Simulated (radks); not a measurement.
Run report: Ag³⁺, atomic calculation

Ag³⁺ (Z = 47, 44 electrons) in the configuration [Kr] 4d8 (4d3/2: 4, 4d5/2: 4). The nucleus has an rms radius of 5.2363 fm. Computed at this level: Dirac Kohn-Sham, PBE, spin-unpolarised, spherical densities, finite nucleus (the in-house radial solver radks).

## Key numbers

```tsv
quantity	value
outcome	converged
total energy	−5314.6891 hartree
kinetic energy	5561.8796 hartree
electron–nucleus energy	−12826.5477 hartree
Hartree energy	2098.1848 hartree
exchange–correlation energy	−148.205842 hartree
radius at density 0.001 e/bohr³	3.08 bohr
SCF iterations	14
hardware	1 CPU thread, shared host
```

## Remarks

The nucleus was changed on purpose (rms radius × 1.152), so it needn't be that of the element.

## The input
```
Z 47
configuration [Kr] 4d8 5s0 5p0
relativity Dirac
functional pbe,pbe
spin unpolarised
j_filling energy
nucleus finite rms 5.2363 fm
c 137.035999084
```

Energies in input and log are in hartree, lengths in bohr (the nuclear radius in fm).

## Output
```
1s1/2   1   2.0000        -931.71762265
2s1/2   1   2.0000        -138.38917816
2p1/2   1   2.0000        -128.70871608
2p3/2   1   4.0000        -122.26579537
3s1/2   1   2.0000         -26.55336535
3p1/2   1   2.0000         -22.70230459
3p3/2   1   4.0000         -21.56494248
3d3/2   1   4.0000         -14.74831338
3d5/2   1   6.0000         -14.51923617
4s1/2   1   2.0000          -4.90845535
4p1/2   1   2.0000          -3.68712884
4p3/2   1   4.0000          -3.49545192
4d3/2   1   4.0000          -1.62029364
4d5/2   1   4.0000          -1.59571414
5s1/2   1   0.0000          -1.15448083
5p1/2   1   0.0000          -0.88699733
5p3/2   1   0.0000          -0.86365504
Etot -5314.689143299717
Ekin 5561.87958419292
Encl -12826.54770719061
Eh 2098.1848218264595
Exc -148.20584212848743
err 2.0672861459272607e-09
it 14
```

## Orbitals

```
orbital  occupation  energy (eV)  ⟨r⟩ (bohr)  outer maximum (bohr)
     1s           2     −25353.3     0.03111                0.0202
     2s           2      −3765.8      0.1345                 0.114
  2p1/2           2      −3502.3      0.1141                0.0882
  2p3/2           4      −3327.0      0.1192                0.0924
     3s           2     −722.554      0.3682                 0.333
  3p1/2           2     −617.761      0.3600                 0.319
  3p3/2           4     −586.812      0.3709                 0.329
  3d3/2           4     −401.322      0.3437                 0.272
  3d5/2           6     −395.089      0.3472                 0.275
     4s           2     −133.566      0.9059                 0.821
  4p1/2           2     −100.332      0.9670                 0.857
  4p3/2           4      −95.116      0.9961                 0.882
  4d3/2           4      −44.090       1.242                  1.01
  4d5/2           4      −43.422       1.255                  1.02
     5s           0      −31.415       2.333                  2.10
  5p1/2           0      −24.136       2.679                  2.40
  5p3/2           0      −23.501       2.743                  2.47
```

## Slater integrals of the outer shells (hartree)

| integral | value |
| --- | --- |
| F0(4d5/2,4d5/2) | 0.7215 |
| F2(4d5/2,4d5/2) | 0.3622 |
| F4(4d5/2,4d5/2) | 0.2377 |
| F0(4d5/2,4d3/2) | 0.7254 |
| F2(4d5/2,4d3/2) | 0.3641 |
| F4(4d5/2,4d3/2) | 0.2390 |
| G0(4d5/2,4d3/2) | 0.7246 |
| G2(4d5/2,4d3/2) | 0.3639 |
| G4(4d5/2,4d3/2) | 0.2388 |
| F0(4d5/2,4p3/2) | 0.7977 |
| F2(4d5/2,4p3/2) | 0.3975 |
| G1(4d5/2,4p3/2) | 0.5021 |
| G3(4d5/2,4p3/2) | 0.3079 |
| F0(4d5/2,4p1/2) | 0.8066 |

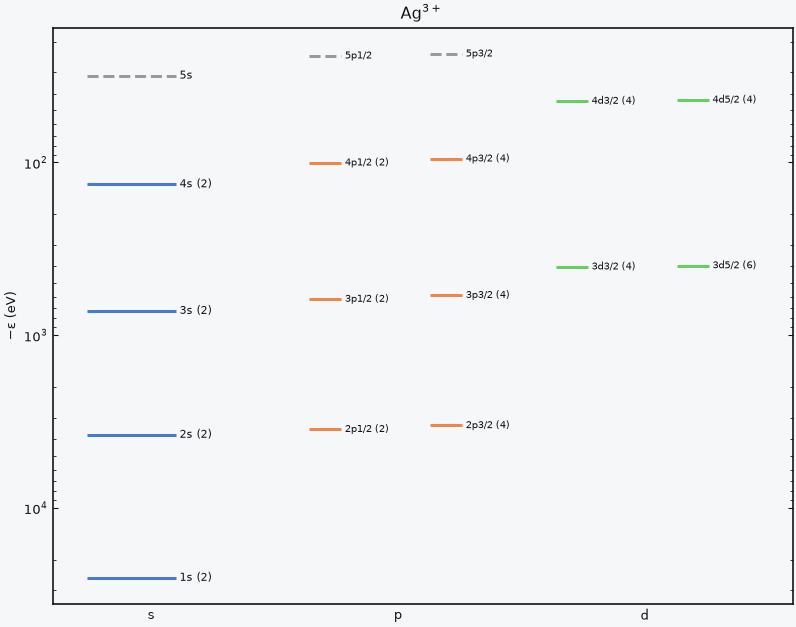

*The occupied levels and a few empty ones, on a logarithmic scale of binding energy, are drawn (occupations in brackets, the lower j at the left of each column, empty levels dashed).*

The highest occupied level is 4d5/2 at −43.4 eV. The highest 4 occupied levels, from the top down, are 4d5/2 (−43.4 eV), 4d3/2 (−44.1 eV), 4p3/2 (−95.1 eV), 4p1/2 (−100.3 eV). The lowest empty level drawn is 5s at −31.4 eV. Spin-orbit splittings: 5p 0.635 eV, 4d 0.669 eV, 4p 5.22 eV, 3d 6.23 eV.

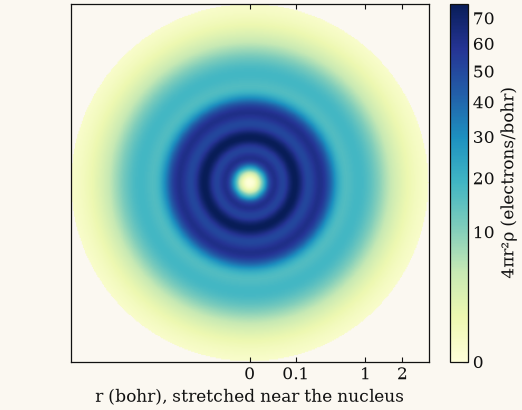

*The radial density 4πr²ρ as a disc about the nucleus, with the radius drawn as r to the power 0.4.*

There are 4 maxima, at r = 0.0219, 0.0963, 0.288 and 0.862 bohr, parted by minima at 0.0433, 0.189 and 0.647 bohr, inside which lie 2.0, 11.2 and 29.0 electrons.
